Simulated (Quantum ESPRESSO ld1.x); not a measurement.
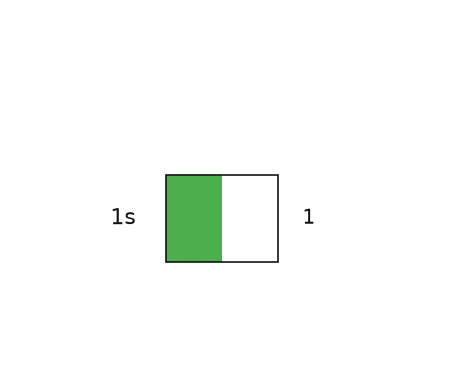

The outer shells as the input fills them: a box for each of the 2l + 1 orbitals, shaded by the share of the shell that is filled, with the electron count at the right.

**Atomic calculation, with input and output: H**

A free H atom in the configuration 1s1 (high spin). Computed at this level: non-relativistic Kohn-Sham, LDA (Slater exchange, VWN5 correlation), spin-polarised, spherical densities, point nucleus (Quantum ESPRESSO ld1.x 7.5).

**The program's output**
```
     Program LD1 v.7.5 starts

     --------------------------- All-electron run ----------------------------

     atomic number is  1.00
     dft =SLA-VWN   lsd =1 sic =0 latt =0  beta=0.20 tr2=1.0E-14
     Exchange-correlation= SLA-VWN
                           (   1   2   0   0   0   0   0)
     mesh =1451 r(mesh) =  99.48432 a.u. xmin = -7.00 dx = 0.00800
     1 Ry =  13.60569312 eV

     n l     nl                  e(Ry)          e(Ha)          e(eV)
     1 0     1S 1( 1.00)      -0.537950386      -0.268975193     -7.3191879
     1 0     1S 2( 0.00)      -0.200349573      -0.100174786     -2.7258948

     final scf error:  7.6E-15 reached in  13 iterations

     Etot =      -0.957341 Ry,      -0.478671 Ha,     -13.025294 eV
     Total magnetization:    1.00 Bohr mag.

     Ekin =       0.933286 Ry,       0.466643 Ha,      12.698007 eV
     Encl =      -1.931238 Ry,      -0.965619 Ha,     -26.275837 eV
     Eh   =       0.596754 Ry,       0.298377 Ha,       8.119247 eV
     Exc  =      -0.556143 Ry,      -0.278072 Ha,      -7.566711 eV

     normalization and overlap integrals

     s(1S/1S) =  1.000000  <r> =   1.5814  <r2> =    3.3874  r(max) =   1.0161
     s(1S/1S) =  1.000000  <r> =   2.3374  <r2> =    7.6215  r(max) =   1.3771

     ------------------------ End of All-electron run ------------------------
```

**Slater integrals of the outer shells (hartree)**

```
 integral   value
F0(1s,1s)  0.5968
```

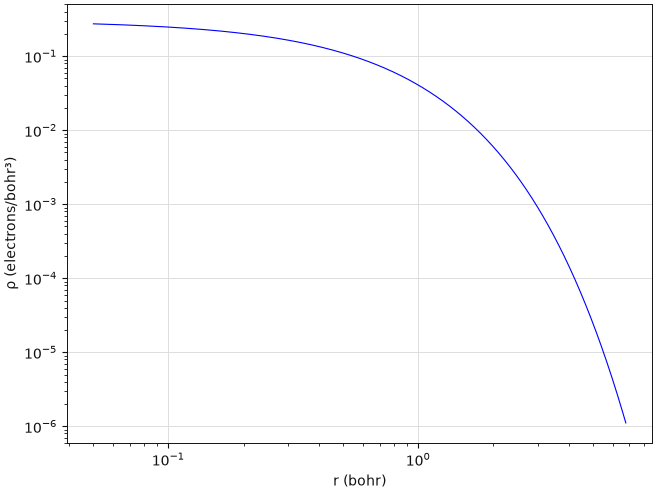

The electron density ρ(r) on a logarithmic scale. The density falls from 0.27 electrons/bohr³ at the inner end (r = 0.050 bohr) to 0.001 at r = 2.95 bohr, a common measure of the size of an atom or ion. The highest occupied orbital, 1s up (⟨r⟩ = 1.58 bohr, −7.32 eV), is also the most diffuse and sets the fall-off far out: over the last part drawn ln ρ falls by 1.7 per bohr, against 2√(−2ε) = 1.5 for the pure exponential. At the nucleus d ln ρ/dr is −2.0 per bohr, near the cusp value −2Z = −2.

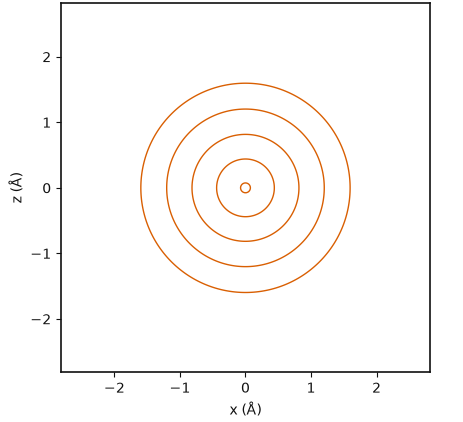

The 1s orbital of up spin. In the xz plane through the nucleus, contours of ψ are drawn, solid for positive and dashed for negative values, each about twice the one before. (1 bohr = 0.529 Å.) The radial function comes from the spherical calculation and is multiplied by a real spherical harmonic; the overall sign is chosen so that the largest lobe of P(r) is positive. It has no angular node and no radial node. The maximum of P² lies at 1.02 bohr, ⟨r⟩ = 1.58 bohr, 90 % of the charge lies within 2.84 bohr, and the eigenvalue is −7.32 eV, with 1 electron in the shell for this spin.

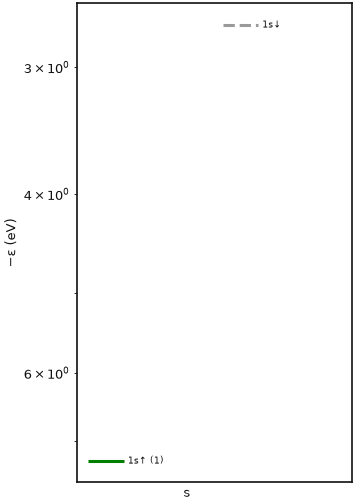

The occupied levels and a few empty ones, on a logarithmic scale of binding energy, are drawn (occupations in brackets, up spins at the left of each column and down spins at the right, empty levels dashed). The highest occupied level is 1s up at −7.32 eV. The lowest empty level drawn is 1s down at −2.73 eV. The largest exchange splitting (down less up) among the shells drawn in both spins is that of 1s, 4.59 eV.

**Input file**
```
 &input
    zed=1.0,
    iswitch=1,
    rel=0,
    lsd=1,
    dft='SLA-VWN',
    config='1s1',
    verbosity='high',
    prefix='ld1',
    max_out_wfc=37,
    file_charge='ld1.rho',
 /
```

**Summary**

```
                       quantity                      value
                        outcome                  converged
                   total energy          −0.478670 hartree
                 kinetic energy           0.466643 hartree
        electron–nucleus energy          −0.965619 hartree
                 Hartree energy           0.298377 hartree
    exchange–correlation energy          −0.278072 hartree
radius at density 0.001 e/bohr³                  2.95 bohr
                 SCF iterations                         13
                       hardware  1 CPU thread, shared host
                      wall time                     0.51 s
```
